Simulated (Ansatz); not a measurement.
# A small benchmark: atomisation enthalpy at 298 K

8 molecules holding an element past argon; the atomisation enthalpy at 298 K in kJ/mol, computed less measured. Shapes, held fixed at every level: PBE0-D4/def2-TZVP. Thermal terms are harmonic and unscaled (PBE0-D4/def2-TZVP); the spin-orbit lowering of the free atoms is taken from their spectra. Programs: Ansatz 0.2.0. Measured values: Active Thermochemical Tables, CRC Handbook of Chemistry and Physics.

Levels: A = HF/def2-SVP; B = r2SCAN-D4/def2-TZVPP; C = PBE0-D4/def2-TZVPP; D = CCSDT/STO-3G.

```tsv
molecule	from tabulated heats	A	B	C	D
HBr (SMILES Br)	366	-121	-2	-9	-12
IBr (iodine monobromide)	178	-168	-9	-7	-28
ICl (iodine monochloride)	211	-185	-12	-9	-56
HI (hydrogen iodide)	298	-122	-8	-13	+8
HOI (hypoiodous acid)	635	-395	-16	-27	-226
AsF3 (arsenic trifluoride)	1326	-598	+25	-10	-617
CH3Br (bromomethane)	1519	-407	+1	+1	+82
CH3I (methyl iodide)	1463	-413	-7	-4	+89
```

Problem. Which level does best on this set, which worst, and which err to one side?

Solution. 
| level | kind | mean error | mean absolute error | worst case |
| --- | --- | --- | --- | --- |
| HF/def2-SVP | Hartree–Fock | -301.1 | 301.1 | AsF3 |
| r2SCAN-D4/def2-TZVPP | meta-GGA | -3.5 | 10.0 | AsF3 |
| PBE0-D4/def2-TZVPP | global hybrid | -9.8 | 10.0 | HOI |
| CCSDT/STO-3G | coupled cluster or CI | -95.0 | 139.8 | AsF3 |

On this set r2SCAN-D4/def2-TZVPP has the smallest mean absolute error and HF/def2-SVP the largest. HF/def2-SVP is too low in 8 of 8; r2SCAN-D4/def2-TZVPP is too low in 6 of 8; PBE0-D4/def2-TZVPP is too low in 7 of 8. The molecules' own spin-orbit binding is left out, so errors for heavy halides read too negative. The tabulated value of AsF3 is in doubt (older tables, estimates, or at odds with other calculations) and kept here. Over the 7 molecules whose values aren't doubted the mean absolute errors are A 258.7; B 7.9; C 10.0; D 71.6. The smallest two are near a tie. Hartree–Fock lacks correlation and underbinds. Rows in very small basis sets show the basis more than the method. Correlated wave functions converge slowly with the basis. For atoms past krypton def2 sets carry core potentials with scalar relativity. All-electron rows are non-relativistic unless named. Relativity is left out for As, Br. Outer-core shells of As, Br, I are correlated, in sets that cover them unevenly. The set is small.

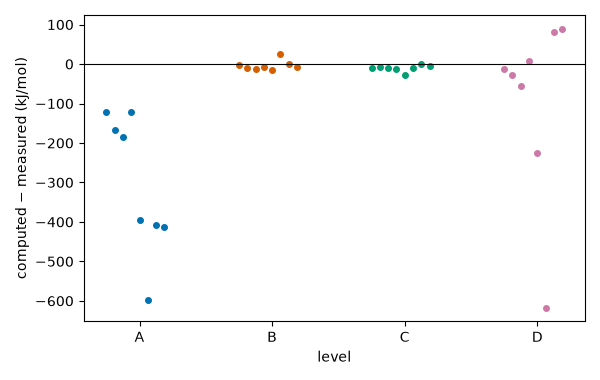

Errors of each level, one point a molecule.
